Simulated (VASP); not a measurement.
Band structure of PtSe2 (1T layered). Computed with PBE GGA, VASP's PBE PAW potentials (set 64) (plane waves; VASP).

Without a dispersion term in the relaxation, distances and binding between the weakly bound layers, chains or molecules are unreliable, and so is what depends on them. Unless said otherwise, spin-orbit coupling is left out, though it shifts the bands of the heavy elements here.

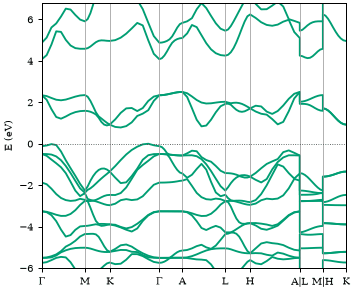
Bands along high-symmetry lines, zero at the valence-band maximum or, without a gap, the Fermi level

Question: Read the plot: is there a gap, and where are the band edges?

Answer: The gap is indirect, 0.78 eV, from the valence maximum at K-Γ at 0.78 to the conduction minimum at K-Γ at 0.22. (Edges off the drawn lines would not show.)

The compound is PtSe2 in the 1T layered structure. It was relaxed first, which changed the volume by +21 %.
